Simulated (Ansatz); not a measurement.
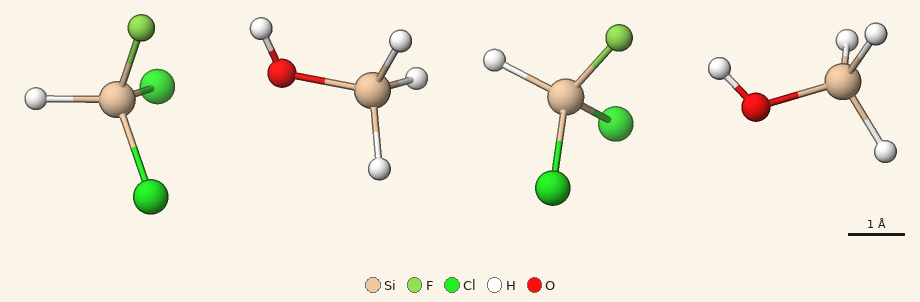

Two geometries of Si₂H₅OCl₂F, drawn at one scale. One is the start of a relaxation, the other its converged end. A ball-and-stick model, seen at a tilt.

Method: RKS B3LYP/cc-pVDZ (Ansatz 0.2.0). Settings: no spin polarisation; force threshold 0.03 eV/Å; at most 50 steps.

**Which of the two is the end point?**

The right one is the relaxed one. The run prepares an end point of a later path (reaction) calculation, from a guessed geometry. After 22 accepted moves (24 points after the start) the energy has fallen by 1.64 kcal/mol. Largest force component: 0.4 eV/Å at the start, 0.02 eV/Å at the end. The line search rejected the trial steps at points 8, 19 of the run. The forces were under the threshold at step 17, but the run went on from there. The atom that moves furthest after the best rigid fit is a Cl atom (1.08 Å). Largest moves by element: Cl 1.08 Å, H 1.02 Å, O 0.97 Å, F 0.47 Å, Si 0.26 Å. Some distances before and after: F–Si 1.663 → 1.649 Å, O–Si 1.696 → 1.689 Å. Bond angles that change, for instance: F–Si–Cl 110.8° → 108.1°, Cl–Si–H 108.4° → 110.9°, O–Si–H 107.8° → 105.5°. Groups turn about O–Si by about 50°.
